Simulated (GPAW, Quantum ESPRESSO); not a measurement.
# Core-hole calculation of the O K edge in Ti6O (P-31m), part 4 of 5

Aim: the O K edge of Ti6O (P-31m) by two routes, a Lanczos recursion (XSpectra) and a sum over empty bands (GPAW), to see which features are robust.

Quantum ESPRESSO 7.5 and GPAW 26.7.0; core-hole supercells, plane-wave PAW LDA.

So far. Step 8 (Spectrum with XCH, O atom 7 (Quantum ESPRESSO)): The total-energy difference is 535.90 eV. One term is added: -8.83 eV, since the hole is spin-paired here and a spin-polarised one costs that much less in the free atom (computed apart). The photon energy is then 527.07 eV. The functional leaves an error in such absolute values: in the free atom LDA prices this hole 4.1 eV below PBE (computed apart), and PBE is itself good to a few eV.

**11. Spectrum without a core hole, O atom 7 (GPAW)**

Level of this step: X-ray absorption from dipole matrix elements to empty bands, plane-wave PAW LDA (GPAW).

Without a hole the spectrum is the empty density of states of the right symmetry on the absorber, weighted by matrix elements. It needs only the small cell and serves as the baseline. The data set with a hole of occupation 0 only carries the core orbital.

Contents of xas.py:

```python
import numpy as np
from ase import Atoms
from ase.parallel import parprint, paropen
from gpaw import GPAW, PW, FermiDirac, Mixer, MixerDif, setup_paths
from gpaw.test import gen
setup_paths.insert(0, '.')
gen('O', name='nch1s', xcname='LDA', corehole=(1, 0, 0), write_xml=True)
from gpaw.mpi import world
world.barrier()

atoms = Atoms('Ti6O',
    cell=[[5.13, 0, 0],
     [-2.565, 4.44271032, 0],
     [0, 0, 4.74]],
    scaled_positions=[[0.333, 0.333, 0.75],
     [0.667, 0, 0.75],
     [0, 0.667, 0.75],
     [0.667, 0.667, 0.25],
     [0, 0.333, 0.25],
     [0.333, 0, 0.25],
     [0, 0, 0]],
    pbc=True)
atoms.calc = calc = GPAW(legacy_gpaw=True, mode=PW(500, force_complex_dtype=True), xc='LDA', setups={6: 'nch1s'},
    kpts={'size': (8, 8, 7), 'gamma': True}, occupations=FermiDirac(0.1),
    charge=0, mixer=Mixer(0.1, 5, 50), maxiter=150,
    convergence={'density': 0.0001, 'eigenstates': 1e-6}, txt='scf.txt')
energy = atoms.get_potential_energy() + calc.get_reference_energy()
ef = calc.get_fermi_level()
out = dict(energy=energy, fermi=ef, forces=atoms.get_forces().tolist())
parprint(f'all-electron energy {energy:.4f} eV, Fermi level {ef:.4f} eV')
ev = np.array([[calc.get_eigenvalues(k, s) for k in range(len(calc.get_ibz_k_points()))] for s in range(calc.get_number_of_spins())])
out['homo'], out['lumo'], out['counts'] = ev[ev < ef].max(), ev[ev > ef].min(), sorted(set((ev < ef).sum((0, 2)).tolist()))
out['filled'] = (ev[:, 0] < ef).sum(1).tolist()

from ase.units import Ha
from gpaw.xas import dipole_matrix_elements
nb = int(calc.get_number_of_electrons() / 2) + 97
top, nb = nb, nb + 8 + nb // 12
nscf = calc.fixed_density(kpts={'size': (7, 7, 7), 'gamma': True}, nbands=nb,
    convergence={'bands': top, 'eigenstates': 5e-3}, maxiter=60, txt='nscf.txt')
cell = atoms.cell.array
ops = [cell.T @ U.T @ np.linalg.inv(cell.T) for U in nscf.wfs.kd.symmetry.op_scc]
E = np.arange(-25, 34, 0.1)
fwhm = np.interp(E, [4, 25], [0.9, 3.5])
Y, X, zero, highest = 0, 0, 1e9, 1e9
for spin in range(nscf.get_number_of_spins()):
    wfs = nscf.wfs
    mine = wfs.bd.get_slice()  # this rank's bands
    A = dipole_matrix_elements(wfs.setups[6])
    eps = np.zeros((wfs.kd.nibzkpts, nb))
    d = np.zeros((3, A.shape[1], wfs.kd.nibzkpts, nb), complex)
    for kpt in wfs.kpt_u:
        if kpt.s == spin and 6 in kpt.P_ani:
            eps[kpt.k, mine] = kpt.eps_n * Ha
            d[:, :, kpt.k, mine] = (kpt.weight * wfs.nspins / 2) ** 0.5 * np.inner(A, kpt.P_ani[6])
    world.sum(eps)
    world.sum(d)
    T = np.einsum('amkn,bmkn->abkn', d, d.conj()).real
    T = sum(np.einsum('ai,ijkn,bj->abkn', R, T, R) for R in ops) / len(ops)
    empty = eps > ef
    zero, highest = min(zero, eps[empty].min()), min(highest, eps[:, top - 1].min())
    lines = [(eps, T, empty)] if spin == 0 else lines + [(eps, T, empty)]
for eps, T, empty in lines:
    f = np.einsum('aakn->akn', T).reshape(3, -1)
    x = eps.ravel() - zero
    w = np.interp(x, E, fwhm) / 2.35482
    g = np.exp(-0.5 * ((E[:, None] - x) / w) ** 2) / (w * (2 * np.pi) ** 0.5)
    Y = Y + (f * empty.ravel()) @ g.T
    X = X + (f * ~empty.ravel()) @ g.T
out.update(E=E.round(2).tolist(), xas=Y.tolist(), xes=X.tolist(), zero=zero, valid=highest - zero, nk=len(eps), nb=nb)
for i in range(0, len(E), 10):
    parprint(f'{E[i]:7.2f}', *(f'{v:10.3e}' for v in Y[:, i]))
import json
with paropen('out.json', 'w') as f:
    json.dump(out, f)
```

Started as:

```sh
$ OMP_NUM_THREADS=1 mpirun -n 8 gpaw python xas.py
```

Numbers of over 12 decimals in the logs are rounded to 6 here.

The program printed:

```text
Input parameters:
  convergence: {density: 0.0001,
                eigenstates: 1e-06}
  kpts: {gamma: True,
         size: (8, 8, 7)}
  maxiter: 150
  mixer: {backend: pulay,
          beta: 0.1,
          method: separate,
          nmaxold: 5,
          weight: 50}
  mode: {ecut: 500.0,
         force_complex_dtype: True,
         name: pw}
  occupations: {fixmagmom: False,
                name: fermi-dirac,
[...]
*p    :     0.662075
*d    :     0.000000
--------------------------------

Diagonalizing with gridspacing h=0.050

state   all-electron     PAW
-------------------------------
2s:      -0.872866    -0.873954
2p:      -0.337925    -0.341740
*d:                    0.050276
*f:                    0.077289
-------------------------------
all-electron energy -141127.6565 eV, Fermi level 8.4452 eV
[...]
32.00  6.730e-05  5.950e-05  5.664e-05
  33.00  6.876e-05  6.079e-05  6.109e-05
[key lines of the parts left out:]
Converged after 37 iterations.
Dipole moment: (0.000000, 0.000000, -0.000000) |e|*Ang
Free energy:    -56.163265
Fermi level: 8.44524
```

It took 68 s on 8 MPI ranks of AMD EPYC 9B45 (Zen 5), shared host; peak memory 0.46 GiB.

The O K spectrum, O atom 7, no core hole (energy from the lowest empty level; intensity scaled to a mean of 1 over the first 20 eV; polarised curves are means over the symmetry-equivalent atoms):

```csv
E (eV),isotropic,ε ⊥ c,ε ∥ c
-2.0,0.00,0.00,0.00
-0.5,0.02,0.02,0.01
1.0,0.60,0.64,0.52
2.5,2.39,2.50,2.17
4.0,2.45,2.27,2.82
5.5,1.24,1.27,1.18
7.0,0.54,0.59,0.45
8.5,0.37,0.39,0.33
10.0,0.91,0.87,1.00
11.5,1.09,0.90,1.45
13.0,0.66,0.70,0.57
14.5,0.68,0.81,0.43
16.0,0.78,0.89,0.56
17.5,0.79,0.81,0.75
19.0,0.70,0.72,0.68
20.5,0.61,0.52,0.78
22.0,0.70,0.55,0.99
23.5,0.79,0.74,0.89
25.0,0.79,0.83,0.70
26.5,0.72,0.79,0.58
28.0,0.65,0.72,0.51
29.5,0.64,0.68,0.55
31.0,0.65,0.68,0.60
```

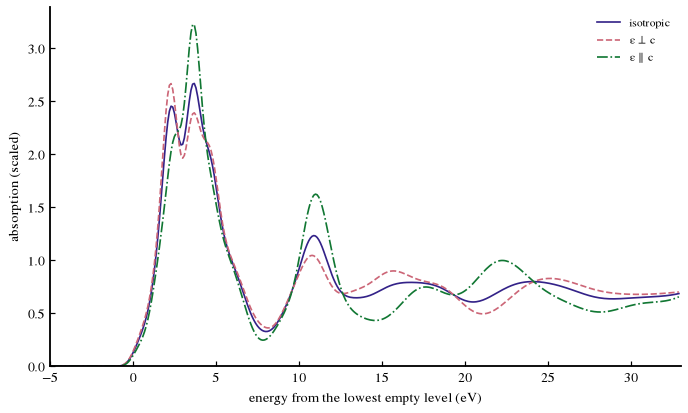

The O K edge, O atom 7, no core hole: main maxima at 2.3, 3.7 and 10.9 eV.

Main maxima below 24 eV (height): 2.3 eV (2.45), 3.7 eV (2.67), 10.9 eV (1.23) and 16.7 eV (0.79). 

The same matrix elements for filled bands give the O K emission of O atom 7 (ground-state approximation; energy from the lowest empty level, largest value 1):

```csv
E (eV),emission
-24.0,0.00
-22.5,0.00
-21.0,0.00
-19.5,0.00
-18.0,0.00
-16.5,0.00
-15.0,0.00
-13.5,0.00
-12.0,0.00
-10.5,0.00
-9.0,0.00
-7.5,0.66
-6.0,0.01
-4.5,0.01
-3.0,0.02
-1.5,0.04
0.0,0.01
1.5,0.00
3.0,0.00
```

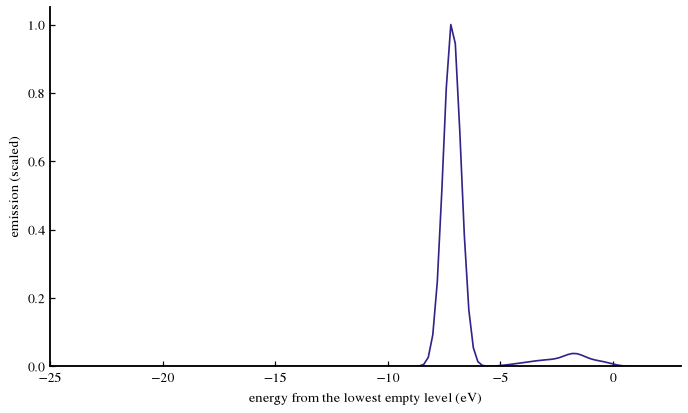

X-ray emission from the filled bands.

Emission maxima: -7.2 eV (1.00).

**12. Supercell without a hole, the energy reference (GPAW)**

Total energies of two programs can't be mixed, so the cell and mesh of GPAW's hole run get a reference energy of their own.

Contents of scf.py:

```python
import numpy as np
from ase import Atoms
from ase.parallel import parprint, paropen
from gpaw import GPAW, PW, FermiDirac, Mixer, MixerDif, setup_paths
from gpaw.test import gen
setup_paths.insert(0, '.')
gen('O', name='nch1s', xcname='LDA', corehole=(1, 0, 0), write_xml=True)
from gpaw.mpi import world
world.barrier()

atoms = Atoms('Ti18O3',
    cell=[[-2.565, 4.44271032, 4.74],
     [-2.565, -4.44271032, 4.74],
     [5.13, 0, 4.74]],
    scaled_positions=[[0.361, 0.028, 0.361],
     [0.69433333, 0.36133333, 0.69433333],
     [0.02766667, 0.69466667, 0.02766667],
     [0.02766667, 0.02766667, 0.69466667],
     [0.361, 0.361, 0.028],
     [0.69433333, 0.69433333, 0.36133333],
     [0.69466667, 0.02766667, 0.02766667],
     [0.028, 0.361, 0.361],
     [0.36133333, 0.69433333, 0.69433333],
     [0.30566667, 0.63866667, 0.30566667],
     [0.639, 0.972, 0.639],
     [0.97233333, 0.30533333, 0.97233333],
     [0.30533333, 0.97233333, 0.97233333],
     [0.63866667, 0.30566667, 0.30566667],
     [0.972, 0.639, 0.639],
     [0.97233333, 0.97233333, 0.30533333],
     [0.30566667, 0.30566667, 0.63866667],
     [0.639, 0.639, 0.972],
     [0, 0, 0],
     [0.33333333, 0.33333333, 0.33333333],
     [0.66666667, 0.66666667, 0.66666667]],
    pbc=True)
atoms.calc = calc = GPAW(legacy_gpaw=True, mode=PW(500, force_complex_dtype=True), xc='LDA', setups={18: 'nch1s'},
    kpts={'size': (4, 4, 4), 'gamma': True}, occupations=FermiDirac(0.1),
    charge=0, mixer=Mixer(0.1, 5, 50), maxiter=150,
    convergence={'density': 0.0001, 'eigenstates': 1e-6}, txt='scf.txt')
energy = atoms.get_potential_energy() + calc.get_reference_energy()
ef = calc.get_fermi_level()
out = dict(energy=energy, fermi=ef, forces=atoms.get_forces().tolist())
parprint(f'all-electron energy {energy:.4f} eV, Fermi level {ef:.4f} eV')
ev = np.array([[calc.get_eigenvalues(k, s) for k in range(len(calc.get_ibz_k_points()))] for s in range(calc.get_number_of_spins())])
out['homo'], out['lumo'], out['counts'] = ev[ev < ef].max(), ev[ev > ef].min(), sorted(set((ev < ef).sum((0, 2)).tolist()))
out['filled'] = (ev[:, 0] < ef).sum(1).tolist()
import json
with paropen('out.json', 'w') as f:
    json.dump(out, f)
```

Started as:

```sh
$ OMP_NUM_THREADS=1 mpirun -n 8 gpaw python scf.py
```

The program printed:

```text
Input parameters:
  convergence: {density: 0.0001,
                eigenstates: 1e-06}
  kpts: {gamma: True,
         size: (4, 4, 4)}
  maxiter: 150
  mixer: {backend: pulay,
          beta: 0.1,
          method: separate,
          nmaxold: 5,
          weight: 50}
  mode: {ecut: 500.0,
         force_complex_dtype: True,
         name: pw}
  occupations: {fixmagmom: False,
                name: fermi-dirac,
[...]
2s(2) :    -0.872866     1.079797
*s    :     0.127134
2p(4) :    -0.337925     0.876472
*p    :     0.662075
*d    :     0.000000
--------------------------------

Diagonalizing with gridspacing h=0.050

state   all-electron     PAW
-------------------------------
2s:      -0.872866    -0.873954
2p:      -0.337925    -0.341740
*d:                    0.050276
*f:                    0.077289
-------------------------------
all-electron energy -423382.9707 eV, Fermi level 8.4471 eV
[key lines of the parts left out:]
Converged after 20 iterations.
Dipole moment: (-0.000000, -0.000000, 0.000000) |e|*Ang
Free energy:   -168.485888
Fermi level: 8.44710
```

It took 88 s on 8 MPI ranks; peak memory 0.56 GiB.

Reference energy: -423382.971 eV with the cores included.

(Part 4 of 5 ends here.)

[Banner, clock and machine lines of the logs are left out without a mark of their own.]

[Logs are printed without paths, hosts, clocks, repeated set-up lines and the standing remarks that a program may print on its own settings, such as how far it seeks lower states.]

[Hosts, paths, dates, database ids (printed as entryN), source tags and the programs' standing remarks are cut or masked in the printed files.]

[Lists of maxima count a maximum above −3 eV only where it reaches 4 % of the highest in the window and stands out from its surroundings by 2 % of it (1.5 % where it reaches 55 %); shoulders and weaker maxima are passed over, and of the rest the first, up to two pre-edge ones and the few strongest are named.]
